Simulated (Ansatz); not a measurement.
**PF₆ (charge −1): single-point calculation**

System: PF₆, charge −1.
Method: RHF-MP2, frozen core/def2-QZVPPD (Ansatz 0.2.0).

The geometry comes from this level: PBE0-D4/def2-TZVPD.

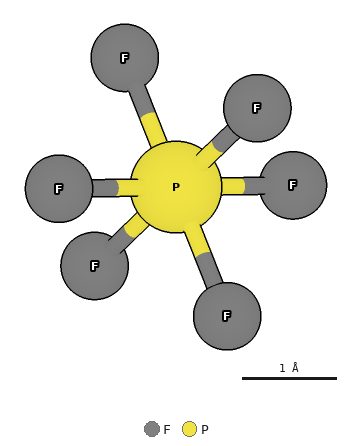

Figure 1. The structure (ball-and-stick view, seen on its broad side).

Summary

- outcome: converged
- total energy: −25574.2555 eV
- mean-field energy: −25523.8280 eV
- SCF solution under orbital rotations: stable
- hardware: 4 threads of Arm Neoverse V1, 23 GiB of memory available, shared host
- wall time: 25 s (CPU time 97 s)
- peak memory: 3.2 GiB

Input file
```yaml
crystal:
  periodic: [false, false, false]
  atoms:
    - {symbol: F, position_ang: [-0.149579, -0.969855, 1.287103]}
    - {symbol: P, position_ang: [0.000000, 0.000003, 0.000002]}
    - {symbol: F, position_ang: [-1.609195, 0.019325, -0.172466]}
    - {symbol: F, position_ang: [0.087948, -1.295637, -0.966027]}
    - {symbol: F, position_ang: [1.609197, -0.019320, 0.172451]}
    - {symbol: F, position_ang: [-0.087948, 1.295633, 0.966045]}
    - {symbol: F, position_ang: [0.149577, 0.969851, -1.287108]}
basis:
  gaussian: {orbitals: "def2-QZVPPD.json"}
total_charge: -1
correlation: {method: mp2}
```

Run as:
```bash
ansatz run in.yaml --threads 4 --pin off --events-out ev --progress --plain --max-ram 10444MiB
```

Log
```
Functional definition: HF
  name "HF"
  cite "Fock, Z. Phys. 61, 126 (1930) doi:10.1007/BF01340294"
  parent pbe
  exchange = exact_x
  correlation = 0
2826 factors; integrals over basis functions are off by at most 6.6e-4 eV
mean field evaluation 1: about -25519.4954 eV, gradient 5.1e1 eV
mean field evaluation 2: about -25519.6076 eV, gradient 5.1e1 eV
mean field evaluation 4: about -25523.8016 eV, gradient 3.3e0 eV
mean field evaluation 8: about -25523.8279 eV, gradient 1.4e-1 eV
mean field -25523.82797349 eV, -937.9833773538 hartree, gradient 1.1e-6 eV, S^2 0.000000; 0 other end points of the search recorded, 0 dependent functions left out
11 core orbitals not correlated: weight in the atoms' cores, before any rotation towards them, 1.000 or more for the frozen orbitals, at most 0.000 for the correlated occupied ones
reference -25523.82797349 eV, -937.9833773538 hartree; 24, 24 occupied and 437, 437 virtual orbitals, 2826 factors
second order -50.42753703 eV of doubles, -0.00000000 eV of singles
Total energy: -25574.25551052 eV, -939.8365551587 hartree
```
